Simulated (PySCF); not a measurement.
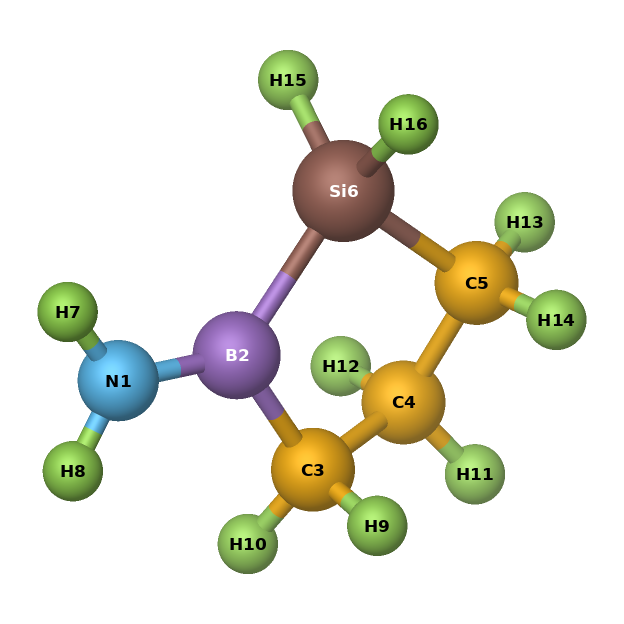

The geometry was computed by an optimisation with GFN2-xTB. No frequency run is at hand to confirm it as a minimum. Electric field gradients from the ground-state density, PBE0/pcSseg-1 (PySCF 2.14.0), non-relativistic apart from any core potentials.

Give the largest field-gradient component, the quadrupole coupling constant and the asymmetry for 14N at N1 (Q = 20.44 mb), 11B at B2 (Q = 40.59 mb).

```
atom  V_zz (a.u.)  e²qQ/h (MHz)     η
  N1       −0.573         −2.75  0.74
  B2        0.414          3.95  0.07
```

The geometry is semi-empirical. Around B, Si such bond lengths and angles can be off by a tenth of an ångström or more and by several degrees, and values that hang on the shape move with them.
